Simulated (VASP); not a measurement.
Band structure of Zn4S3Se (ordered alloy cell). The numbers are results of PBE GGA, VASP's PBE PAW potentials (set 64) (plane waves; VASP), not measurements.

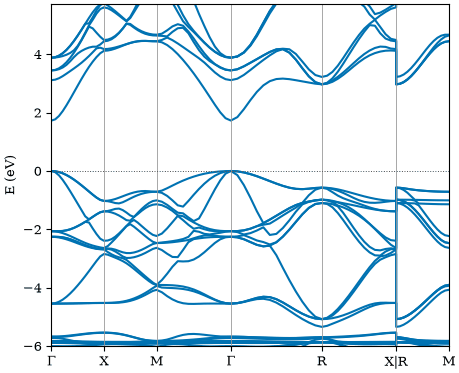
*Bands along high-symmetry lines, zero at the valence-band maximum or, without a gap, the Fermi level*

### Question
Read the plot: is there a gap, and where are the band edges?

### Answer
The gap is direct, 1.73 eV, from the valence maximum at Γ to the conduction minimum at Γ. (Edges off the drawn lines would not show.)

The structure was generated: Zn4S3Se was put into an ordered model structure (P-43m), which need not be its known phase. It was relaxed first.
